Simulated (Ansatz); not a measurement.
## Abstraction of H: BH(CH3)2 + CH6GeN → BH(CH2)(CH3) + CH7GeN

Species: BH(CH3)2, singlet; CH6GeN `C[N][GeH3]`, doublet; BH(CH2)(CH3), doublet; CH7GeN `C[NH][GeH3]`, singlet. A radical takes H: the energy is the difference in strength between the C–H bond broken and the N–H bond made.

Shapes, held fixed at every level: PBE0-D4/def2-TZVP. Flexible molecules stand in one conformer, not always the lowest. Programs: Ansatz 0.2.0. The zero-point and thermal change to 298 K, harmonic and unscaled (PBE0-D4/def2-TZVP), is +4.2 kJ/mol.

```tsv
level	kind	ΔH(298 K) (kJ/mol)	less CCSD(T)/def2-TZVPP
HF/def2-TZVPP	Hartree–Fock	-14.5	+9.2
PBE-D4/def2-TZVPP	GGA	-11.8	+11.9
BHLYP-D4/def2-TZVPP	global hybrid	-18.0	+5.7
wB97M-V/def2-TZVPP	range-separated hybrid	-21.5	+2.2
wB97X-V/def2-TZVPP	range-separated hybrid	-16.8	+6.9
B2PLYP/def2-TZVPP	double hybrid	-21.5	+2.2
CCSD/def2-SVP	coupled cluster or CI	-26.2	-2.5
CCSD(T)/def2-TZVPP	coupled cluster or CI	-23.7	0.0
```

The highest level, CCSD(T)/def2-TZVPP, gives ΔH(298 K) = -23.7 kJ/mol; the levels span -26.2 to -11.8. The column of differences is taken from that level and isn't an error. No measured value is set beside it here. Open shells run unrestricted. Relativity is left out for Ge. Outer-core shells of Ge are correlated, in sets that cover them unevenly.

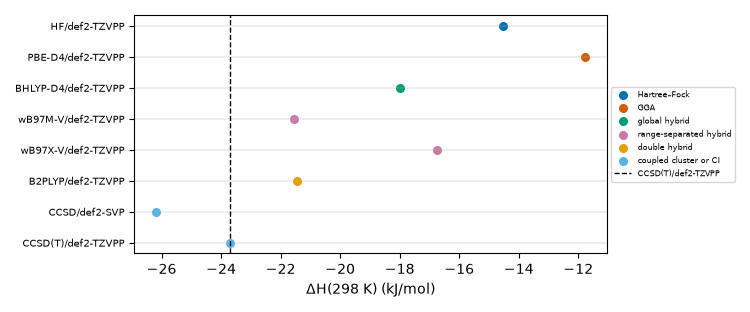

The values of the table, level by level.
